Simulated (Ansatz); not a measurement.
# CHAl+ (doublet): trial inputs and their diagnosis

3 inputs are run for CHAl+ (doublet) as typed; the log has to tell whether the result can be used and what must change.

The runs use Ansatz 0.2.0, Gaussian basis; the settings change from run to run.

22 further runs of the same task are left out: 4 that didn't finish, 18 set aside as unsound or not needed.

## Step 1: The geometry

The geometry is a PBE0/def2-TZVP stationary point (not a proven minimum) of the parent state, kept for this charge and spin.

3 atoms, charge 1, spin multiplicity 2.

Atoms are counted from 1 here; the program's logs count them from 0.

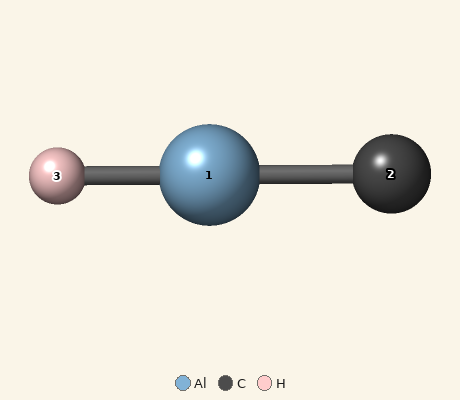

The geometry (aluminium light blue, carbon dark grey, hydrogen pink); atoms are numbered from 1 in the order of the file.

## Step 2: Attempt 1

in.yaml

```yaml
crystal:
  periodic: [false, false, false]
  atoms:
    - {symbol: Al, position_ang: [0.000000, 0.000000, 0.105100]}
    - {symbol: C, position_ang: [0.000000, 0.000000, -1.811100]}
    - {symbol: H, position_ang: [0.000000, 0.000000, 1.706000]}
basis:
  gaussian: {orbitals: "6-31++G**", fitting: {mean_field: def2-universal-jkfit}}
total_charge: 1
magnetization: {spin_polarized: false, initial_magnetization: 1}
correlation: {method: sc_nevpt2, electrons: valence, active_space: {window: {electrons: 2, orbitals: 200}}}
scf: {omitted_lower_state_checks: [cluster_reference]}
```

Run with:

```sh
$ ansatz run in.yaml --threads 1 --pin off --events-out ev --progress --plain --max-ram 2393MiB
```

Output:

```text
Functional definition: HF
  name "HF"
  cite "Fock, Z. Phys. 61, 126 (1930) doi:10.1007/BF01340294"
  parent pbe
  exchange = exact_x
  correlation = 0
these checks for a lower state are left out or cut short: cluster_reference
221 factors; integrals over basis functions are off by at most 3.6e-1 eV
mean field evaluation 1: about -7614.7137 eV, gradient 1.5e1 eV
mean field evaluation 2: about -7615.5079 eV, gradient 4.5e0 eV
mean field evaluation 4: about -7615.6570 eV, gradient 2.1e-1 eV
mean field evaluation 8: about -7615.6574 eV, gradient 9.5e-7 eV
mean field evaluation 16: about -7596.4958 eV, gradient 4.0e1 eV
mean field evaluation 32: about -7615.6574 eV, gradient 7.1e-7 eV
mean field evaluation 64: about -7614.3126 eV, gradient 3.0e0 eV
mean field -7615.65736326 eV, -279.8702460217 hartree, gradient 9.5e-7 eV, S^2 0.750000; 10 other end points of the search recorded, 0 dependent functions left out
reference -7615.65736326 eV, -279.8702460217 hartree; 10, 9 occupied and 38, 39 virtual orbitals, 221 factors
Error: 2 electrons in 200 orbitals form no window around the highest filled level of the reference
```

Wall time 0.81 s (1 thread of Arm Neoverse V1, shared host).

**Diagnosis.** The run stopped with an error. The active window can't be built from these electrons and orbitals. To mend it, choose counts that fit the spin, the electrons and the basis.

## Step 3: Attempt 2

in.yaml

```yaml
crystal:
  periodic: [false, false, false]
  atoms:
    - {symbol: Al, position_ang: [0.000000, 0.000000, 0.105100]}
    - {symbol: C, position_ang: [0.000000, 0.000000, -1.811100]}
    - {symbol: H, position_ang: [0.000000, 0.000000, 1.706000]}
basis:
  gaussian: {orbitals: 6-31G}
total_charge: 1
magnetization: {spin_polarized: false, initial_magnetization: 1}
correlation: {method: sc_nevpt2, electrons: outside_noble_gas, active_space: {window: {electrons: 3, orbitals: 5}, states: [{multiplicity: 2, weights: [1, 0.5, 0.5, 0.5]}]}}
charge: 1
output: {forces: true}
```

Same command.

Output:

```text
Error: YAML parse error: error: line 12 column 1: unknown field `charge`, expected one of crystal, accuracy, basis, kpoints, hamiltonian, magnetization, projection, total_charge, correlation, batch, efield, external_charges, scf, relax, neb, saddle, md, ramp, phonons, dielectric, real_time, elastic, magnetic_configurations, gw, evaluate, workflow, output, checkpoint, execution
  --> <input>:12:1
   |
10 | magnetization: {spin_polarized: false, initial_magnetization: 1}
11 | correlation: {method: sc_nevpt2, electrons: outside_noble_gas, ac…
12 | charge: 1
   | ^ unknown field `charge`, expected one of crystal, accuracy, basis, kpoints, hamiltonian, magnetization, projection, total_charge, correlation, batch, efield, external_charges, scf, relax, neb, saddle, md, ramp, phonons, dielectric, real_time, elastic, magnetic_configurations, gw, evaluate, workflow, output, checkpoint, execution
13 | output: {forces: true}
   |
```

Wall time 0.03 s (1 thread of Arm Neoverse V1, shared host).

What is wrong: The run was refused. The input holds a key that the program doesn't read here. Fix: remove it or spell it as the reference does.

## Step 4: Attempt 3

in.yaml

```yaml
crystal:
  periodic: [false, false, false]
  atoms:
    - {symbol: Al, position_ang: [0.000000, 0.000000, 0.105100]}
    - {symbol: C, position_ang: [0.000000, 0.000000, -1.811100]}
    - {symbol: H, position_ang: [0.000000, 0.000000, 1.706000]}
basis:
  gaussian: {orbitals: cc-pVDZ}
total_charge: 1
magnetization: {spin_polarized: false, initial_magnetization: 1}
correlation: {active_space: {ras: {orbitals: [3, 1, 27], electrons: 7, max_holes: 2, max_particles: 2}, fixed_orbitals: true}}
scf: {lower_state_search: light}
symmetry: c1
output: {forces: true}
```

The command is unchanged.

Output:

```text
Error: YAML parse error: error: line 13 column 1: unknown field `symmetry`, expected one of crystal, accuracy, basis, kpoints, hamiltonian, magnetization, projection, total_charge, correlation, batch, efield, external_charges, scf, relax, neb, saddle, md, ramp, phonons, dielectric, real_time, elastic, magnetic_configurations, gw, evaluate, workflow, output, checkpoint, execution
  --> <input>:13:1
   |
11 | correlation: {active_space: {ras: {orbitals: [3, 1, 27], electron…
12 | scf: {lower_state_search: light}
13 | symmetry: c1
   | ^ unknown field `symmetry`, expected one of crystal, accuracy, basis, kpoints, hamiltonian, magnetization, projection, total_charge, correlation, batch, efield, external_charges, scf, relax, neb, saddle, md, ramp, phonons, dielectric, real_time, elastic, magnetic_configurations, gw, evaluate, workflow, output, checkpoint, execution
14 | output: {forces: true}
   |
```

Run time: 0.03 s. Hardware: 1 thread of Arm Neoverse V1, shared host.

Diagnosis: The run was refused. The input holds a key that the program doesn't read here. Cure: remove it or spell it as the reference does.

## Step 5: How the runs ended

| attempt | level | ended | cause | time |
| --- | --- | --- | --- | --- |
| 1 | NEVPT2(2,200)/6-31++G** | stopped by an error | the active window can't be built from these electrons and orbitals | 0.81 s |
| 2 | NEVPT2(3,5)/6-31G | refused | the input holds a key that the program doesn't read here | 0.03 s |
| 3 | CISD/cc-pVDZ | refused | the input holds a key that the program doesn't read here | 0.03 s |

1 stopped by an error, 2 refused.
